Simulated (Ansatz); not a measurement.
Input

```
crystal:
  periodic: [false, false, false]
  atoms:
    - {symbol: C, position_ang: [-0.405817, 1.503790, -0.203175]}
    - {symbol: C, position_ang: [0.453632, 0.497430, -0.339723]}
    - {symbol: Si, position_ang: [0.141654, -1.157486, 0.421355]}
    - {symbol: Br, position_ang: [-0.025684, -2.710934, -1.167920]}
    - {symbol: H, position_ang: [-1.333417, 1.391871, 0.351446]}
    - {symbol: H, position_ang: [-0.224590, 2.482347, -0.638776]}
    - {symbol: H, position_ang: [1.365232, 0.657144, -0.911959]}
    - {symbol: H, position_ang: [1.254962, -1.586098, 1.301404]}
    - {symbol: H, position_ang: [-1.137373, -1.124465, 1.170146]}
basis:
  gaussian: {orbitals: def2-TZVPP}
hamiltonian: {xc: pbe0, dispersion: d4}
output: {orbitals: {seedname: orbitals}}
```

Command:

```sh
ansatz run in.yaml --threads 4 --pin off --events-out ev --progress --plain --max-ram 10444MiB
```

Geometry: PBE0-D4/def2-TZVP.

All numbers below come from Ansatz, RKS PBE0-D4/def2-TZVPP.

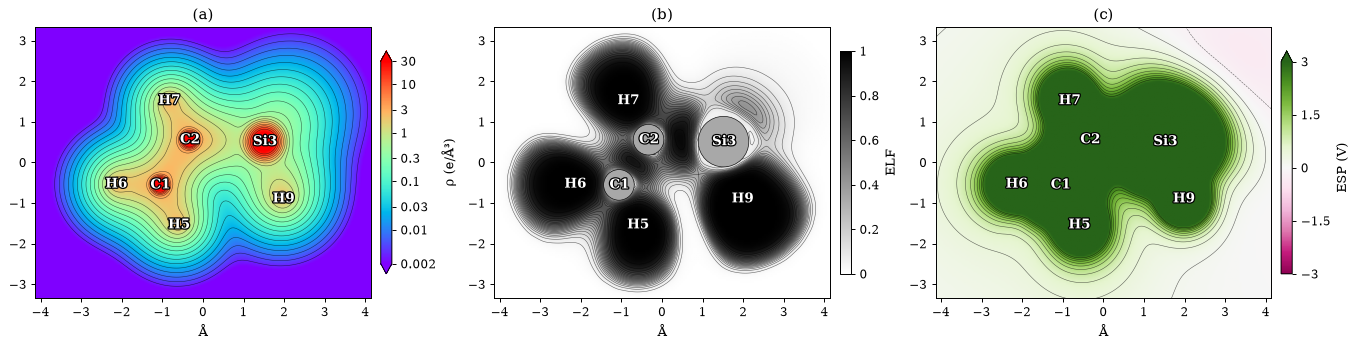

C₂H₅BrSi (SMILES C=C[SiH2]Br). (a) total electron density; (b) electron localisation function; (c) molecular electrostatic potential on the plane of atoms C2, C1 and H6. Grey discs cover the atomic cores in the ELF map.

What do the fields say about this system?

Answer. The plane passes through C, Si and H nuclei. C–C (1.33 Å): ρ is about 2.4 e/Å³ halfway; the ELF peaks at about 0.90 between the atoms (a multiple bond). C–Si (1.85 Å): ρ is about 1 e/Å³ halfway; the ELF peaks at about 0.95 between the atoms; a shared electron pair. C–H (1.09 Å): ρ at the midpoint is about 2.1 e/Å³; the ELF climbs to about 1 towards the hydrogen, as it does in any bond to H; an ordinary covalent bond to hydrogen. Si–H (1.48 Å): ρ at the midpoint is about 0.82 e/Å³; the ELF climbs to about 1 towards the hydrogen. Outside the dense part of the molecule the potential is most negative (−0.3 V) near Br4, which lies off the plane.
